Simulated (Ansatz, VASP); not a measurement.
# PtSe2 in two plane-wave programs

Wanted: the spread between two codes on one cell, functional and k mesh. The cell is taken from a series of runs on this material, whose earlier steps may have relaxed or scaled it; both programs get it as it stands.

Main program and level: Ansatz 0.2.0; plane waves, with VASP 6.6.1 beside it; single point at PBEsol.

**1. The structure**

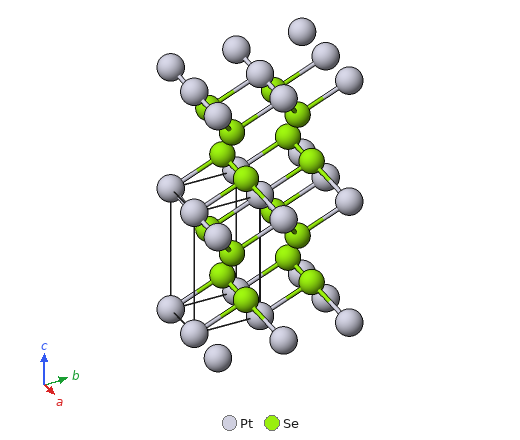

The starting structure, seen slightly off an axis (platinum light grey, selenium green). 2×2×2 cells are drawn. Bonds to atoms that aren't drawn are left out. Some periodic images of atoms are drawn too.

**2. Ansatz: single point, PBEsol**

Ansatz runs on its default PAW (the set named soft_2) files.

A single point gives forces, pressure and levels at one fixed geometry, so differences don't come from the geometry; what else differs is listed under the comparison.

input.yaml

```yaml
crystal:
  lattice:
    - [3.731, 0.0, 0.0]
    - [-1.8655, 3.2311407815, 0.0]
    - [0.0, 0.0, 5.072]
  atoms:
    - { symbol: Pt, position: [0.0, 0.0, 0.0] }
    - { symbol: Se, position: [0.6666666667, 0.3333333333, 0.75] }
    - { symbol: Se, position: [0.3333333333, 0.6666666667, 0.25] }
hamiltonian:
  xc: pbesol
  pseudopotentials: { kind: paw }
kpoints:
  mp_grid: { grid: [6, 6, 4] }
scf:
  occupations: { method: gaussian, width: 0.05 }
  n_extra_bands: 4
output:
  forces: true
  stress: true
  eigenvalues: true
  write_density: true
  write_potential: true
  elf: true
  volumetric_format: npy
```

Started as:

```bash
> ansatz run input.yaml --threads 2 --pin off --max-ram 4608MiB --backend cpu --events-out ev --progress --plain --runs-dir out
```

Numbers of over 12 decimals in the logs are rounded to 6 here.

The log of the run:

```text
scf.n_extra_bands = 4 over 25 filled bands (N_el = 50.0): the run solves 29 bands
Engine: ansatz 0.2.0, aarch64-unknown-linux-gnu
Pseudopotentials: kind: paw
Pseudopotential: Pt, paw, valence charge 18, recommended cutoff 420 eV (normal), Pt.paw.azcp
Pseudopotential: Se, paw, valence charge 16, recommended cutoff 420 eV (normal), Se.paw.azcp
Functional definition: PBEsol
  exchange = pbesol_x
  correlation = pbesol_c
Crystal: 3 atoms, lattice volume = 61.145 Å³
Basis set: ecut = 420 eV, 1229 PW (Γ), exchange–correlation on 50×50×72 points (8 copies of the dense FFT grid, shifted against one another)
Bands: 29, of which v1, the nominal top of the filled ones, is band 25 counted from 1 (24 counted from 0)
Symmetry: 12 space group operations
Space group: P-3m1 (ITA 164), of the structure as read, at distance tolerance 3.9e-5 Å
k-points: 24 of 144
Non-local potential: Pt, projectors of the file, l = 0: 3, l = 1: 2, l = 2: 2, l = 3: 1
Non-local potential: Se, projectors of the file, l = 0: 2, l = 1: 2, l = 2: 3, l = 3: 1
PAW form: soft (Blöchl's): semilocal exchange-correlation on the pseudo side does not see the compensation charge
PAW frozen core: Pt, regenerated for the run's functional, and the local potential with it (the file was generated under x = pbe(κ = 0.804, μ = 0.219515), c = pbe(β = 0.066725))
PAW frozen core: Se, regenerated for the run's functional, and the local potential with it (the file was generated under x = pbe(κ = 0.804, μ = 0.219515), c = pbe(β = 0.066725))
PAW one-centre angular grid: Pt, 590 points (default); XC on 64 Gauss nodes
PAW one-centre angular grid: Se, 590 points (default); XC on 64 Gauss nodes
Initial density: superposition of atomic densities (neutral atoms: chi_scale 0, normalization atom), corrected by the library's trained network
Initial wavefunctions: pseudopotential atomic-orbital guess
Functional: x = pbesol(κ = 0.804, μ = 0.123457), c = pbesol(β = 0.046)
SCF iter   1: F=—  HF=-23233.453358 eV  |F-HF|=—  |Δ(HF+E_count)|=         —  Δρ=3.27e-3  dr2=5.89e-3  ethr=1.77e-3  ⟨swp⟩=5.9  Hψ=2648  notcnv=0
preconditioner: auto → LDOS  [metal: Δε(μ)=0.032 eV  Ē_g=9.253 eV  σ=0.050 eV  W_gap=0.34  n_scr=22 (ndim 8)  ℏωp=22.3 eV  f_vac=0.035  D(μ)=1.87/eV (n_scr^D=20)  β→1.0]
SCF iter   2: F=—  HF=-23233.454727 eV  |F-HF|=—  |Δ(HF+E_count)|=   1.37e-3  Δρ=1.44e-3  dr2=1.76e-3  ethr=1.18e-5  ⟨swp⟩=2.0  Hψ=1559  notcnv=0  defer=1
SCF iter   3: F=—  HF=-23233.453693 eV  |F-HF|=—  |Δ(HF+E_count)|=   1.03e-3  Δρ=3.25e-4  dr2=6.53e-5  ethr=3.53e-6  ⟨swp⟩=2.0  Hψ=1332  notcnv=0  defer=1
SCF iter   4: F=—  HF=-23233.453677 eV  |F-HF|=—  |Δ(HF+E_count)|=   1.58e-5  Δρ=7.04e-5  dr2=4.26e-6  ethr=1.31e-7  ⟨swp⟩=2.0  Hψ=1205  notcnv=0  defer=1
SCF iter   5: F=—  HF=-23233.453678 eV  |F-HF|=—  |Δ(HF+E_count)|=   6.92e-7  Δρ=2.13e-5  dr2=2.54e-7  ethr=8.52e-9  ⟨swp⟩=2.0  Hψ=958  notcnv=0  defer=1
SCF iter   6: F=-23233.453678 eV  HF=-23233.453678 eV  |F-HF|=2.13e-8  |Δ(HF+E_count)|=   1.44e-7  Δρ=6.40e-6  dr2=3.49e-8  ethr=2.00e-10  ⟨swp⟩=8.9  Hψ=4900  notcnv=0
SCF 1 converged in 6 iterations: F = -23233.453678 eV  dr2 = 3.49e-8
  greatest PAW one-centre occupation: 1.000 electrons in one spin orbital (limit 2), on the Pt atom at site 0 (counted from 0), in its partial waves of l = 0
SCF converged after 6 iterations
Free energy (F): -23233.453678 eV
Harris-Foulkes:  -23233.453678 eV  (|F-HF|=2.13e-8)
Internal energy: -23233.451192 eV  (E = F + TS)
E sigma→0 (E₀):  -23233.452435 eV
Entropy (-TS):   -0.002486 eV (-0.829 meV/atom)
Fermi energy:    13.047535 eV
--- Per-component energies (eV) ---
  E_band       = -971.125693
  E_kinetic    = 875.266458
  E_local      = -6817.519274  (includes V_loc(G=0)·N_el)
  E_nonlocal   = -980.863481
  E_hartree    = 3154.952117
  E_xc         = -467.505471
  E_vxc        = -499.308686  (∫ρ·V_xc dr)
  E_paw        = -13053.584171  (= ΣΔE_a)
  E_vpaw       = 141.390377  (= ΣTr[D̂ρ^β])
  E_aug_tail   = -0.001013  (compensation charges beyond the density's cutoff)
  E_ewald      = -5946.500239
  E_core_change = 2.303882  (= ΣΔE_core)
  E_smearing   = -0.002486  (= −TS)
  E_closure    = -0.000000  (closes the sum)
  Σ components = -23233.453678   (vs F -23233.453678, Δ=0.00e0)
--- Forces (eV/Å), atoms counted from 1 ---
  atom   1  Pt    -0.00000000    -0.00000000     0.00000000
  atom   2  Se     0.00000000    -0.00000000    -0.24167241
  atom   3  Se    -0.00000000     0.00000000     0.24167241
  max |Σ_I F_I| component: 4.63e-18 eV/Å
--- Stress (GPa, compression-positive) ---
        1.732398      -0.000000       0.000000
        0.000000       1.732398       0.000000
        0.000000       0.000000       0.664128
  P = ⅓ Tr σ = 1.3763 GPa (13.763 kbar)
--- Band table (eV; the first three rows and the last of 24) ---
  k-point 0: bands = [... 21 lower, 10.4895, 11.9917, 11.9917, 13.4580, 14.5065, 14.5065, 16.5602, 17.1040]
  k-point 1: bands = [... 21 lower, 10.4180, 11.7595, 11.7595, 12.2623, 14.9213, 14.9213, 17.0383, 18.2920]
  k-point 2: bands = [... 21 lower, 10.0864, 11.3308, 11.5602, 11.5602, 15.3480, 15.3480, 17.7653, 19.2817]
  k-point 23: bands = [... 21 lower, 8.8605, 9.4080, 10.5583, 10.5583, 15.0413, 15.0413, 19.5417, 20.2568]
```

Reading the cycles: dr2 is the Hartree energy of the density residual (eV), the measure of convergence; HF is the Harris–Foulkes estimate of the energy, which meets the free energy F at convergence.

The run ends at a pressure of 1.38 GPa, with forces up to 0.24 eV/Å.

**3. VASP: single point, PBEsol**

The same cell, functional, mesh and smearing now go to VASP, with its own data sets and cutoff.

Lines of VASP's logs that name or quote its potential files are left out, and so is its time.

INCAR

```
SYSTEM = PtSe2
PREC = Accurate
ENCUT = 400
EDIFF = 1E-06
NELM = 100
ISMEAR = 0
SIGMA = 0.05
LREAL = .FALSE.
ALGO = Normal
GGA = PS
NBANDS = 17
LASPH = .TRUE.
LORBIT = 11
LWAVE = .FALSE.
LCHARG = .FALSE.
KPAR = 2
ISIF = 2
```

POSCAR

```
PtSe2
1.0
    3.7310000000      0.0000000000      0.0000000000
   -1.8655000000      3.2311407815      0.0000000000
    0.0000000000      0.0000000000      5.0720000000
Pt Se
1 2
Direct
    0.0000000000      0.0000000000      0.0000000000
    0.6666666667      0.3333333333      0.7500000000
    0.3333333333      0.6666666667      0.2500000000
```

KPOINTS

```
Automatic mesh
0
Gamma
6 6 4
0 0 0
```

Potentials, in the order of the species: Pt and Se (PBE family, release 64).

Started as:

```bash
> mpirun -np 2 vasp_std
```

The log of the run:

```text
[banner, memory and clock lines left out]
running    2 mpi-ranks, on    1 nodes
 distrk:  each k-point on    1 cores,    2 groups
 distr:  one band on    1 cores,    1 groups

 POSCAR found type information on POSCAR PtSe
 POSCAR found :  2 types and       3 ions
|                                                                             |
|               ----> ADVICE to this user running VASP <----                  |
|                                                                             |
|     You enforced a specific xc type in the INCAR file but a different       |
|     [... a line on the potential file left out ...]
|     I HOPE YOU KNOW WHAT YOU ARE DOING!                                     |
|                                                                             |

 LDA part: xc-table for (Slater+PW92), standard interpolation
 POSCAR, INCAR and KPOINTS ok, starting setup
 FFT: planning ... GRIDC
 FFT: planning ... GRID_SOFT
 FFT: planning ... GRID
 WAVECAR not read
 entering main loop
       N       E                     dE             d eps       ncg     rms          rms(c)
DAV:   1     0.915938247780E+02    0.91594E+02   -0.87587E+03   840   0.914E+02
DAV:   2    -0.128310623235E+02   -0.10442E+03   -0.10170E+03  1027   0.198E+02
DAV:   3    -0.167324393027E+02   -0.39014E+01   -0.38804E+01   949   0.390E+01
DAV:   4    -0.167577500250E+02   -0.25311E-01   -0.25304E-01  1043   0.352E+00
DAV:   5    -0.167580104127E+02   -0.26039E-03   -0.26038E-03  1052   0.334E-01    0.132E+01
DAV:   6    -0.161371607996E+02    0.62085E+00   -0.48775E+00   842   0.198E+01    0.784E+00
DAV:   7    -0.159174680753E+02    0.21969E+00   -0.92112E-01   842   0.945E+00    0.387E+00
DAV:   8    -0.158907838572E+02    0.26684E-01   -0.58335E-02   896   0.175E+00    0.855E-01
DAV:   9    -0.158883805491E+02    0.24033E-02   -0.65386E-03   971   0.756E-01    0.219E-01
DAV:  10    -0.158884432341E+02   -0.62685E-04   -0.88113E-04   964   0.216E-01    0.466E-02
DAV:  11    -0.158884273520E+02    0.15882E-04   -0.10924E-04   971   0.100E-01    0.187E-02
DAV:  12    -0.158884267027E+02    0.64929E-06   -0.12282E-05   898   0.267E-02    0.548E-03
DAV:  13    -0.158884268766E+02   -0.17393E-06   -0.64037E-07   688   0.591E-03
   1 F= -.15888427E+02 E0= -.15887109E+02  d E =-.263533E-02
```

Parts of OUTCAR (step 3):

```text
ion  position               nearest neighbor table
   1  0.000  0.000  0.000-   2 2.50   3 2.50   3 2.50   2 2.50   2 2.50   3 2.50
   2  0.667  0.333  0.750-   1 2.50   1 2.50   1 2.50
   3  0.333  0.667  0.250-   1 2.50   1 2.50   1 2.50

  LATTYP: Found a hexagonal cell.
 ALAT       =     3.7310000000
 C/A-ratio  =     1.3594210667

 Subroutine GETGRP returns: Found 12 space group operations
 (whereof 12 operations were pure point group operations)

The static configuration has the point symmetry D_3d.

 Found     24 irreducible k-points:

   k-points           NKPTS =     24   k-points in BZ     NKDIM =     24   number of bands    NBANDS=     17

   dimension x,y,z NGX =    24 NGY =   24 NGZ =   36
   dimension x,y,z NGXF=    48 NGYF=   48 NGZF=   72

   ENCUT  =  400.0 eV  29.40 Ry    5.42 a.u.   6.08  6.08  8.27*2*pi/ulx,y,z

   NELECT =      22.0000    total number of electrons

 k-points in reciprocal lattice and weights: Automatic mesh
   0.00000000  0.00000000  0.00000000       0.007
   0.16666667  0.00000000  0.00000000       0.042
   0.33333333  0.00000000  0.00000000       0.042
   0.50000000  0.00000000  0.00000000       0.021
   0.16666667  0.16666667  0.00000000       0.042
   0.33333333  0.16666667  0.00000000       0.083
   0.33333333  0.33333333  0.00000000       0.014
   0.00000000  0.00000000  0.25000000       0.014
   0.16666667  0.00000000  0.25000000       0.042
[...]
0.33333333  0.16666667  0.50000000       0.083
   0.33333333  0.33333333  0.50000000       0.014

 average (electrostatic) potential at core
       1 -68.6126       2 -52.7605       3 -52.7605

 E-fermi :   6.3123

 k-point     1 :       0.0000    0.0000    0.0000
  band No.  band energies     occupation
    ...
      6       2.3282      2.00000
      7       2.3282      2.00000
      8       3.7578      2.00000
      9       5.2611      2.00000
     10       5.2611      2.00000
     11       6.7283      0.00000
     12       7.7730      0.00000
     13       7.7730      0.00000
     14       9.8248      0.00000
     15      10.3699      0.00000
    ...

 k-point     2 :       0.1667    0.0000    0.0000
  band No.  band energies     occupation
    ...
      7       2.1461      2.00000
      8       3.1833      2.00000
      9       4.5463      2.00000
     10       4.9426      2.00000
     11       5.8394      2.00000
     12       7.6053      0.00000
     13       7.8907      0.00000
     14      11.1644      0.00000
     15      11.7593      0.00000
     16      13.1729      0.00000
    ...

 k-point     3 :       0.3333    0.0000    0.0000
  band No.  band energies     occupation
    ...
      7       2.1006      2.00000
      8       2.7014      2.00000
      9       3.7812      2.00000
     10       3.9515      2.00000
     11       4.3114      2.00000
     12       7.3474      0.00000
     13       8.3817      0.00000
     14      10.8902      0.00000
     15      12.6655      0.00000
     16      13.7047      0.00000
    ...

  Total        0.6931273      0.6931273      0.2617225      0.0000000      0.0000000      0.0000000
  in kB       18.1619795     18.1619795      6.8579014      0.0000000      0.0000000      0.0000000
  external PRESSURE =      14.3939535 kB  Pullay stress =       0.0000000 kB

  energy-cutoff  :      400.00
  volume of cell :       61.14
      direct lattice vectors                 reciprocal lattice vectors
     3.731000000  0.000000000  0.000000000     0.268024658  0.154744109  0.000000000
    -1.865500000  3.231140782  0.000000000     0.000000000  0.309488217  0.000000000
     0.000000000  0.000000000  5.072000000     0.000000000  0.000000000  0.197160883

 POSITION                                       TOTAL-FORCE (eV/Angst)
 -----------------------------------------------------------------------------------
      0.00000      0.00000      0.00000        -0.000000      0.000000      0.000000
      1.86550      1.07705      3.80400        -0.000000      0.000000     -0.263567
     -0.00000      2.15409      1.26800         0.000000     -0.000000      0.263567
 -----------------------------------------------------------------------------------
    total drift:                               -0.000000      0.000000      0.000000

  FREE ENERGIE OF THE ION-ELECTRON SYSTEM (eV)
  ---------------------------------------------------
  free  energy   TOTEN  =       -15.8884268766 eV

  energy  without entropy=      -15.8857915483  energy(sigma->0) =      -15.88710921

 total charge
# of ion       s       p       d       tot
------------------------------------------
    1        0.683   0.716   8.038   9.437
    2        1.486   2.225   0.070   3.781
    3        1.486   2.225   0.070   3.781
--------------------------------------------------
tot          3.655   5.166   8.177  16.999

[... 3 further parts left out ...]
```

The run ends at a pressure of 1.44 GPa, with forces up to 0.26 eV/Å.

**4. Differences**

Known differences besides the PAW data sets themselves: the data sets hold 50 valence electrons in Ansatz (default PAW (the set named soft_2) files) and 22 in VASP; the cutoff is 420 eV in Ansatz and 400 eV in VASP; Ansatz makes its cores anew for this functional, VASP keeps those of its PBE data sets. Total energies have different zeros and are not compared.

The two programs side by side:

| quantity | Ansatz | VASP | difference |
| --- | --- | --- | --- |
| pressure (GPa) | 1.38 | 1.44 | -0.06 |

Forces (eV/Å; atoms numbered as in POSCAR):

| atom | Ansatz x, y, z | VASP x, y, z |
| --- | --- | --- |
| Pt1 | 0.000, 0.000, 0.000 | 0.000, 0.000, 0.000 |
| Se2 | 0.000, 0.000, -0.242 | 0.000, 0.000, -0.264 |
| Se3 | 0.000, 0.000, 0.242 | 0.000, 0.000, 0.264 |

The forces differ by 10 meV/Å r.m.s., which is 8.3 % of the r.m.s. force of 0.12 eV/Å (both taken over all components). Ansatz's pressure holds a Pulay correction of 0.03 GPa; VASP's holds none.

**5. Looking for the cause**

How far does this hang on the set-up? Further runs change one program's set-up at a time, as the table lists.

| run | r.m.s. force difference (meV/Å) |
| --- | --- |
| as above | 10 |
| VASP with the data sets Pt_sv_GW and Se_GW and a cutoff of 520 eV | 15 |

**6. What came out**

* r.m.s. force difference (single point, PBEsol): 10 meV/Å

**Reading.** The r.m.s. force difference is 10 meV/Å (single point, PBEsol), within the 12 meV/Å picked in this series as the mark of a large difference. For single point, PBEsol: no further run halves the r.m.s. force difference. Differences of this kind measure data sets and numerical settings, not the functional's error against experiment.

[Lines on the potential files, build, host, timing and source positions are cut from VASP's logs without a mark.]

[Logs are printed without paths, hosts, clocks, repeated set-up lines and the standing remarks that a program may print on its own settings, such as how far it seeks lower states.]

[Hosts, paths, dates, database ids (printed as entryN), source tags and the programs' standing remarks are cut or masked in the printed files.]
